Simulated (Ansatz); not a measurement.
# AsH$_{4}$In (SMILES [AsH2][InH2]): what the fields show

The calculation's input:

```
crystal:
  periodic: [false, false, false]
  atoms:
    - { symbol: As, position_ang: [0.54273, -1.57336, 0.38243] }
    - { symbol: In, position_ang: [0.21569, 0.97615, -0.02346] }
    - { symbol: H, position_ang: [-0.84139, -1.59079, 0.99173] }
    - { symbol: H, position_ang: [-0.07608, -1.8065, -0.97588] }
    - { symbol: H, position_ang: [0.48797, 1.83007, -1.5429] }
    - { symbol: H, position_ang: [-0.32891, 2.16443, 1.16808] }
basis:
  gaussian: { orbitals: def2-SVP }
hamiltonian:
  xc: pbe
  dispersion: d4
relax:
  f_tol: 0.015
  max_steps: 40
output:
  orbitals: {}
```

Launched as:

```sh
ansatz run input.yaml --threads 1 --pin off --max-ram 2048MiB --backend cpu --events-out ev --progress --plain --runs-dir out
```

The fields are those of the relaxed geometry.

Core potentials replace the inner electrons of In.

Computed with RKS PBE-D4/def2-SVP (Ansatz 0.2.0).

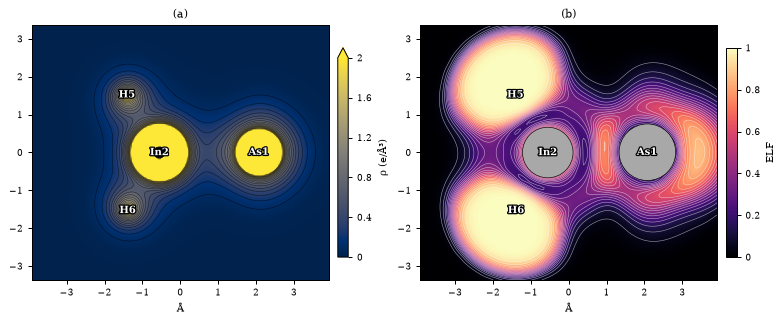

Figure 1. (a) electron density; (b) ELF on the plane of atoms As1, In2 and H5. Grey discs cover the atomic cores in the ELF map.

Interpret the plot.

- Atoms in the plane: As, In and H.
- In–As (2.63 Å): ρ is about 0.43 e/Å³ halfway; the ELF peaks at about 0.75 in the valence shell of As, 1.1 Å from its nucleus, and drops to about 0.20 between the two atoms.
- In–H (1.75 Å): the density is about 1.1 e/Å³ at the midpoint; the ELF climbs to about 1 towards the hydrogen.
- The ELF also peaks beside As1, away from the bonds: lone-pair regions.

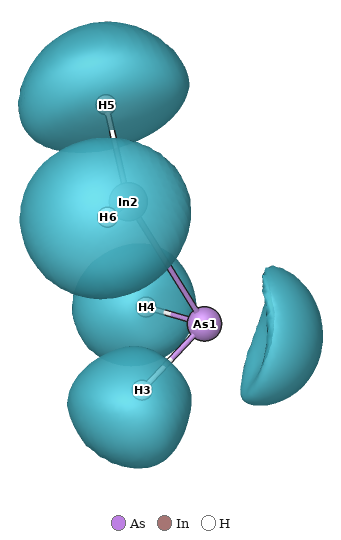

Figure 2. Isosurface of the ELF at 0.85 (cyan), seen at an oblique angle. Core shells and regions of very low density are left out.

Describe the localisation domains.

At this value the surface marks out four regions around hydrogen nuclei and one lobe on As, pointing away from the bonds (lone pairs). Along the contacts the grid gives the following. As–H (1.54 Å): the ELF climbs to about 1 towards the hydrogen.

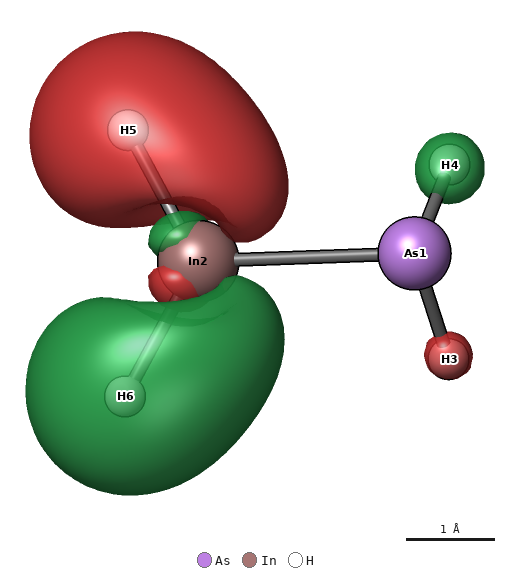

Figure 3. The HOMO−1 at ±0.1 Å⁻³ᐟ² (green and red are the two phases), seen across its widest extent.

Describe this orbital and give its energy.

It lies mainly on In2 (about 40 %), H5 (about 30 %) and H6 (about 30 %). Its energy is −6.97 eV.
